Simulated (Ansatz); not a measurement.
Base system: ZnGeP2 in the chalcopyrite structure (space group I-42d, No. 122; a = 5.424 Å, c = 10.710 Å). Axes: x, y, z lie along a, b, c of the conventional cell.

Modification: tensile biaxial strain of 1.50 % in the plane normal to [001], as in epitaxy on a mismatched substrate; the out-of-plane cell vector and the atoms relax.

Calculations: PBEsol (Ansatz, a program for electronic structure; PAW; 420 eV plane waves; spin-orbit coupling left out).

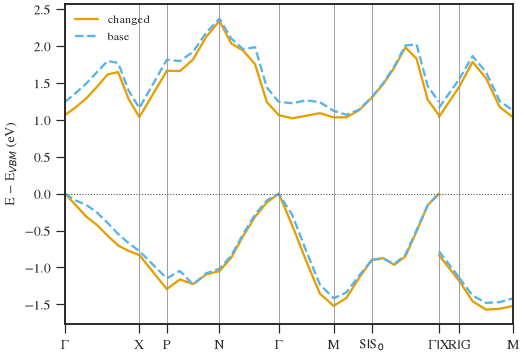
Fig. 1. Highest valence and lowest conduction band along the path, each from its own valence-band maximum

The gap is 1.02 eV, indirect, Γ → Γ–M (25 % along); the base has 1.07 eV.

Semilocal Kohn–Sham gaps tend to fall short of experiment. Stability against distortions was not tested.
